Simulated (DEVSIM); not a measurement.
Device: Schottky contact on n-type Si, at 300 K.

```tsv
layer (left to right)	material	thickness (μm)	Nd (cm⁻³)	τn (s)	τp (s)
1	Si	18.0	1.9e15	0.00044	0.00044
```

Left contact: Schottky, work function 5.09 eV, emission velocity 2.5e6 cm/s. Right contact: ohmic. Voltage is applied to the left contact. Recombination: SRH at mid-gap. Mobility is constant in doping.

Constants are typed, rounded textbook-type inputs, not results; the design itself was drawn at random and stands for no fabricated device. Values at 300 K.

```
parameter           Si
-------------  -------
gap (eV)         1.124
affinity (eV)     4.05
permittivity      11.7
Nc (cm⁻³)      2.86e19
Nv (cm⁻³)       3.1e19
μn (cm²/Vs)       1417
μp (cm²/Vs)        470
```

DEVSIM, 1D drift-diffusion, Boltzmann statistics, complete ionisation; no tunnelling, impact ionisation, image-force lowering or self-heating. Metal contacts follow the ideal Schottky-Mott rule: no Fermi-level pinning, no interface dipoles.

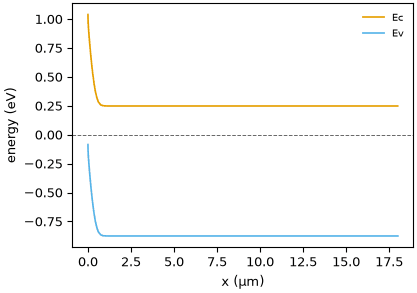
Figure. Band edges at zero bias

Energies count from the Fermi level of the right contact; mesh points crowd at the junctions.

| x (μm) | Ec (eV) | Ev (eV) | n (cm⁻³) | p (cm⁻³) | field (V/cm) |
|---|---|---|---|---|---|
| 0.000 | 1.040 | -0.084 | < 1e2 | 1.2e18 | -92000 |
| 0.01679 | 0.960 | -0.164 | 2200 | 5.4e16 | -29000 |
| 0.04253 | 0.900 | -0.224 | 22000 | 5.4e15 | -20000 |
| 0.08898 | 0.813 | -0.311 | 630000 | 1.8e14 | -18000 |
| 0.2018 | 0.631 | -0.493 | 7.2e8 | 1.6e11 | -14000 |
| 0.3594 | 0.439 | -0.685 | 1.2e12 | 9.7e7 | -9800 |
| 0.6009 | 0.285 | -0.839 | 4.6e14 | 250000 | -3200 |
| 1.224 | 0.249 | -0.875 | 1.9e15 | 61000 | ≈ 0 |
| 2.096 | 0.249 | -0.875 | 1.9e15 | 61000 | ≈ 0 |
| 3.574 | 0.249 | -0.875 | 1.9e15 | 61000 | ≈ 0 |
| 5.841 | 0.249 | -0.875 | 1.9e15 | 61000 | ≈ 0 |
| 10.96 | 0.249 | -0.875 | 1.9e15 | 61000 | ≈ 0 |
| 13.86 | 0.249 | -0.875 | 1.9e15 | 61000 | ≈ 0 |
| 15.57 | 0.249 | -0.875 | 1.9e15 | 61000 | ≈ 0 |
| 16.80 | 0.249 | -0.875 | 1.9e15 | 61000 | ≈ 0 |
| 17.27 | 0.249 | -0.875 | 1.9e15 | 61000 | ≈ 0 |
| 17.58 | 0.249 | -0.875 | 1.9e15 | 61000 | ≈ 0 |
| 17.76 | 0.249 | -0.875 | 1.9e15 | 61000 | ≈ 0 |
| 17.89 | 0.249 | -0.875 | 1.9e15 | 61000 | ≈ 0 |
| 17.94 | 0.249 | -0.875 | 1.9e15 | 61000 | ≈ 0 |
| 17.98 | 0.249 | -0.875 | 1.9e15 | 61000 | ≈ 0 |
| 18.00 | 0.249 | -0.875 | 1.9e15 | 61000 | ≈ 0 |
